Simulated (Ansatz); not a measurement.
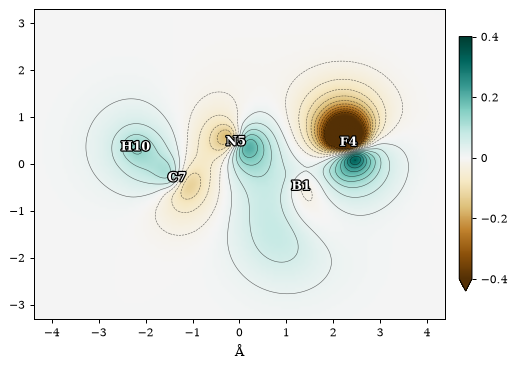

*CH₆BF₂N. The HOMO−1 on the plane of atoms N5, C7 and H10 (values in Å⁻³ᐟ²; the overall sign is arbitrary).*

Level of theory: RKS B3LYP-D4/def2-SVP in Ansatz.

```xyz
11

B     0.1160   -0.2513    0.0623
F     0.4625    0.6989    1.0037
H     1.0108   -0.5740   -0.7107
F    -1.1121   -0.0146   -0.5225
N    -0.1751   -1.6249    0.9870
H    -0.4623   -2.3680    0.3450
C     0.9648   -2.0445    1.8226
H     1.8205   -2.2513    1.1659
H     1.2303   -1.2085    2.4814
H     0.7312   -2.9384    2.4195
H    -0.9952   -1.4064    1.5620
```

### Where does this orbital lie, and at what energy?

It lies mainly on F4 (about 55 %) and F2 (about 35 %); largely a combination of lone pairs on F4 and F2. Its energy is −9.44 eV.
